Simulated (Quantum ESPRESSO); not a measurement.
# Magnetic state of DyN from several starts

Aim: find out which collinear order of DyN costs least.

Calculated with Quantum ESPRESSO 7.5; LDA with U = 3.6 eV on Dy f (atomic projectors); plane waves with SSSP 1.3 efficiency PBE potentials, no spin-orbit coupling.

**1. Starting point**

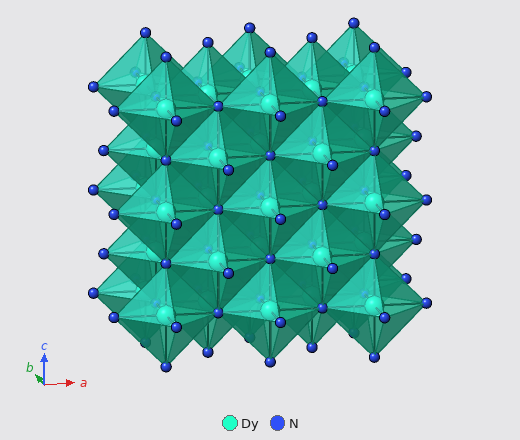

The cell as given, slightly off an axis (dysprosium teal, nitrogen blue). 2×1×2 cells are drawn. This picture shows the conventional cell, with its axes. Some periodic images of atoms are drawn too.

The cell comes from the Crystallography Open Database.

**2. Run 1, typed as ferro +**

The signs are those of the starting moments on the seeded atoms, the atoms that are given a moment.

Input file pw.in:

```
&CONTROL
  calculation = 'scf'
  prefix = 'pwscf'
  outdir = './tmp'
  pseudo_dir = './pseudo'
  disk_io = 'nowf'
/
&SYSTEM
  ibrav = 0
  celldm(1) = 8
  nat = 2
  ntyp = 2
  ecutwfc = 60
  ecutrho = 480
  nbnd = 22
  input_dft = 'pz'
  occupations = 'smearing'
  smearing = 'fd'
  degauss = 0.00734986
  nspin = 2
  starting_magnetization(1) = 0.25
  starting_magnetization(2) = 0
/
&ELECTRONS
  conv_thr = 4d-09
  electron_maxstep = 150
  mixing_beta = 0.3
/
ATOMIC_SPECIES
Dy    162.5000 Dy.paw.z_20.atompaw.wentzcovitch.v1.2.upf
N      14.0070 N.pbe-n-radius_5.UPF
CELL_PARAMETERS alat
   0.0000000000000    0.5793191650806    0.5793191650806
   0.5793191650806    0.0000000000000    0.5793191650806
   0.5793191650806    0.5793191650806    0.0000000000000
ATOMIC_POSITIONS crystal
Dy      0.0000000000    0.0000000000    0.0000000000
N       0.5000000000    0.5000000000    0.5000000000
K_POINTS automatic
8 8 8 0 0 0
HUBBARD {atomic}
U Dy-4f 3.6000
```

Command:

```bash
$ OMP_NUM_THREADS=1 mpirun -n 2 pw.x -nk 2 -in pw.in > pw.out
```

What it wrote:

```text
Program PWSCF v.7.5 starts

     file Dy.paw.z_20.atompaw.wentzcovitch.v1.2.upf: wavefunction(s)  6S 0P 5D 0D 4F 0F renormalized

     IMPORTANT: XC functional enforced from input :
     Exchange-correlation= PZ
                           (   1   1   0   0   0   0   0)
     Any further DFT definition will be discarded
     Please, verify this is what you really want

     Message from routine setup:
     using ibrav=0 with symmetry is DISCOURAGED, use correct ibrav instead

     K-points division:     npool     =       2
     Subspace diagonalization in iterative solution of the eigenvalue problem:

     G-vector sticks info
     --------------------
     sticks:   dense  smooth     PW     G-vecs:    dense   smooth      PW
     Sum        1417     703    211                35557    12387    2109

     Using Slab Decomposition

     bravais-lattice index     =            0
     lattice parameter (alat)  =       8.0000  a.u.
     unit-cell volume          =     199.0919 (a.u.)^3
     number of atoms/cell      =            2
     number of atomic types    =            2
     number of electrons       =        25.00
     number of Kohn-Sham states=           22
     kinetic-energy cutoff     =      60.0000  Ry
     charge density cutoff     =     480.0000  Ry
     scf convergence threshold =      4.0E-09
     mixing beta               =       0.3000
     number of iterations used =            8  plain     mixing
     Exchange-correlation= PZ
                           (   1   1   0   0   0   0   0)
     Hubbard projectors: atomic
     Hubbard parameters of DFT+U (Dudarev formulation) in eV:
     U(Dy-4f) =  3.6000

     Internal variables: lda_plus_u =T, lda_plus_u_kind = 0

     Internal variables: orbital_resolved =F, hub_pot_fix =F, apply_U = F

     celldm(1)=   8.000000  celldm(2)=   0.000000  celldm(3)=   0.000000
     celldm(4)=   0.000000  celldm(5)=   0.000000  celldm(6)=   0.000000

     crystal axes: (cart. coord. in units of alat)
               a(1) = (   0.000000   0.579319   0.579319 )
               a(2) = (   0.579319   0.000000   0.579319 )
               a(3) = (   0.579319   0.579319   0.000000 )

     reciprocal axes: (cart. coord. in units 2 pi/alat)
               b(1) = ( -0.863082  0.863082  0.863082 )
               b(2) = (  0.863082 -0.863082  0.863082 )
               b(3) = (  0.863082  0.863082 -0.863082 )

     PseudoPot. # 1 for Dy read from file:
     Dy.paw.z_20.atompaw.wentzcovitch.v1.2.upf
     Pseudo is Projector augmented-wave + core cor, Zval = 20.0
     Generated using ATOMPAW code
     Shape of augmentation charge: BESSEL
     Using radial grid of 1112 points,  8 beta functions with:
                l(1) =   0
                l(2) =   0
                l(3) =   1
                l(4) =   1
                l(5) =   2
                l(6) =   2
                l(7) =   3
                l(8) =   3
     Q(r) pseudized with 0 coefficients

     PseudoPot. # 2 for N  read from file:
     N.pbe-n-radius_5.UPF
     Pseudo is Ultrasoft + core correction, Zval =  5.0
     Generated using "atomic" code by A. Dal Corso  v.5.1
     Using radial grid of 1085 points,  4 beta functions with:
                l(1) =   0
                l(2) =   0
                l(3) =   1
                l(4) =   1
     Q(r) pseudized with 0 coefficients

     atomic species   valence    mass     pseudopotential
     Dy               20.00   162.50000     Dy( 1.00)
     N                 5.00    14.00700     N ( 1.00)

     Starting magnetic structure
     atomic species   magnetization
     Dy              0.250
     N               0.000

     48 Sym. Ops., with inversion, found

   Cartesian axes

     site n.     atom                  positions (alat units)
         1        Dy     tau(   1) = (   0.0000000   0.0000000   0.0000000  )
         2        N      tau(   2) = (   0.5793192   0.5793192   0.5793192  )

     number of k points=    29  Fermi-Dirac smearing, width (Ry)=  0.0073
                       cart. coord. in units 2pi/alat
        k(    1) = (   0.0000000   0.0000000   0.0000000), wk =   0.0019531
        k(    2) = (   0.1078853   0.1078853  -0.1078853), wk =   0.0156250
        k(    3) = (   0.2157705   0.2157705  -0.2157705), wk =   0.0156250
        k(    4) = (   0.3236558   0.3236558  -0.3236558), wk =   0.0156250
        k(    5) = (  -0.4315410  -0.4315410   0.4315410), wk =   0.0078125
        [... 24 further k-points ...]

     Dense  grid:    35557 G-vectors     FFT dimensions: (  45,  45,  45)

     Smooth grid:    12387 G-vectors     FFT dimensions: (  36,  36,  36)

     Generating pointlists ...
     new r_m :   0.2390 (alat units)  1.9118 (a.u.) for type    1
     new r_m :   0.2390 (alat units)  1.9118 (a.u.) for type    2

     Initial potential from superposition of free atoms

     starting charge      24.9962, renormalised to      25.0000

     STARTING HUBBARD OCCUPATIONS:

     =================== HUBBARD OCCUPATIONS ===================
     ------------------------ ATOM    1 ------------------------
     Tr[ns(  1)] (up, down, total) =   7.00000  2.00000  9.00000
     Atomic magnetic moment for atom   1 =   5.00000
     [... lines left out ...]
     Number of occupied Hubbard levels =    9.0000

     Atomic wfc used for Hubbard projectors are NOT orthogonalized

     Starting wfcs are   36 randomized atomic wfcs
     Checking if some PAW data can be deallocated...

     Self-consistent Calculation

     iteration #  1     ecut=    60.00 Ry     beta= 0.30
     Davidson diagonalization with overlap
     ethr =  1.00E-02,  avg # of iterations =  5.5

     =================== HUBBARD OCCUPATIONS ===================
     ------------------------ ATOM    1 ------------------------
     Tr[ns(  1)] (up, down, total) =   6.99223  1.89320  8.88543
     Atomic magnetic moment for atom   1 =   5.09903
     [... lines left out ...]
     Number of occupied Hubbard levels =    8.8854

     total energy              =    -781.56377959 Ry
     estimated scf accuracy    <       0.71875854 Ry

     total magnetization       =     5.22 Bohr mag/cell
     absolute magnetization    =     5.31 Bohr mag/cell

     iteration #  2     ecut=    60.00 Ry     beta= 0.30
     Davidson diagonalization with overlap
     ethr =  2.88E-03,  avg # of iterations =  1.9

     total energy              =    -781.46209609 Ry
     estimated scf accuracy    <       1.13946263 Ry

     total magnetization       =     4.26 Bohr mag/cell
     absolute magnetization    =     4.26 Bohr mag/cell

     iteration #  3     ecut=    60.00 Ry     beta= 0.30
     Davidson diagonalization with overlap
     ethr =  2.88E-03,  avg # of iterations =  1.0

     total energy              =    -781.74530175 Ry
     estimated scf accuracy    <       0.35666161 Ry

     total magnetization       =     5.40 Bohr mag/cell
     absolute magnetization    =     5.48 Bohr mag/cell

     [... further iterations left out ...]

     iteration # 14     ecut=    60.00 Ry     beta= 0.30
     Davidson diagonalization with overlap
     ethr =  6.11E-09,  avg # of iterations =  2.0

     total energy              =    -781.82143711 Ry
     estimated scf accuracy    <       0.00000131 Ry

     total magnetization       =     5.03 Bohr mag/cell
     absolute magnetization    =     5.03 Bohr mag/cell

     iteration # 15     ecut=    60.00 Ry     beta= 0.30
     Davidson diagonalization with overlap
     ethr =  5.24E-09,  avg # of iterations =  1.0

     total energy              =    -781.82143726 Ry
     estimated scf accuracy    <       0.00000024 Ry

     total magnetization       =     5.03 Bohr mag/cell
     absolute magnetization    =     5.03 Bohr mag/cell

     iteration # 16     ecut=    60.00 Ry     beta= 0.30
     Davidson diagonalization with overlap
     ethr =  9.71E-10,  avg # of iterations =  1.7

     total energy              =    -781.82143730 Ry
     estimated scf accuracy    <          4.5E-09 Ry

     total magnetization       =     5.03 Bohr mag/cell
     absolute magnetization    =     5.03 Bohr mag/cell

     iteration # 17     ecut=    60.00 Ry     beta= 0.30
     Davidson diagonalization with overlap
     ethr =  1.81E-11,  avg # of iterations =  4.1

     Magnetic moment per site  (integrated on atomic sphere of radius R)
     atom   1 (R=0.239)  charge= 16.5205  magn=  4.8974
     atom   2 (R=0.239)  charge=  5.2050  magn=  0.0625

     End of self-consistent calculation

     =================== HUBBARD OCCUPATIONS ===================
     ------------------------ ATOM    1 ------------------------
     Tr[ns(  1)] (up, down, total) =   6.99748  2.14011  9.13759
     Atomic magnetic moment for atom   1 =   4.85737
     [... lines left out ...]
     Number of occupied Hubbard levels =    9.1376

     [... lines left out ...]
     the Fermi energy is    15.1417 ev

!    total energy              =    -781.82143730 Ry
     estimated scf accuracy    <          1.1E-09 Ry
     smearing contrib. (-TS)   =      -0.01461220 Ry
     internal energy E=F+TS    =    -781.80682510 Ry

     The total energy is F=E-TS. E is the sum of the following terms:
     one-electron contribution =    -132.54326290 Ry
     hartree contribution      =      81.94715990 Ry
     xc contribution           =     -33.13893870 Ry
     ewald contribution        =    -233.73481850 Ry
     Hubbard energy            =       0.13455710 Ry
     one-center paw contrib.   =    -464.47152200 Ry

     total magnetization       =     5.03 Bohr mag/cell
     absolute magnetization    =     5.03 Bohr mag/cell

     convergence has been achieved in  17 iterations

=------------------------------------------------------------------------------=
   JOB DONE.
=------------------------------------------------------------------------------=
```

Wall time 38 s (2 MPI ranks of Arm Neoverse V2, shared host); peak memory 0.52 GiB; 76 s of CPU time.

Spin moment in the atom's sphere by atom:

| atom | spin moment in the atom's sphere (μB) |
| --- | --- |
| Dy1 | 4.90 |
| N2 | 0.06 |

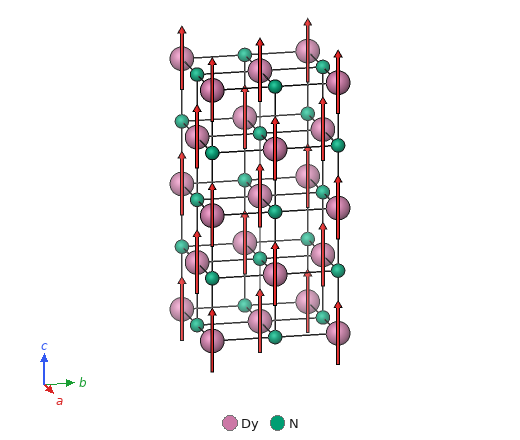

Spin moment in the atom's sphere as arrows, the longest 4.90 μB. Up and down stand for the sign. Arrows give size and sign along the axis of quantisation, drawn up and down the page. 1×1×2 conventional cells are drawn. Some periodic images of atoms are drawn too.

Numbers from this step:

| Property | Result |
| --- | --- |
| smearing term TS | 0.1988 eV |
| magnetization | 5.028 μB |
| absolute magnetization | 5.035 μB |
| final state | ferromagnetic |

(Part 1 of 3 ends here.)

[Logs and program files are shortened in this print: banners, set-up blocks, solver, clock and traceback lines can be left out without a mark of their own.]

[Logs are printed without paths, hosts, clocks, repeated set-up lines and the standing remarks that a program may print on its own settings, such as how far it seeks lower states.]

[Hosts, paths, dates, database ids (printed as entryN), source tags and the programs' standing remarks are cut or masked in the printed files.]

[Where a cell is said to come from a database of computed structures, the database is the Materials Project.]
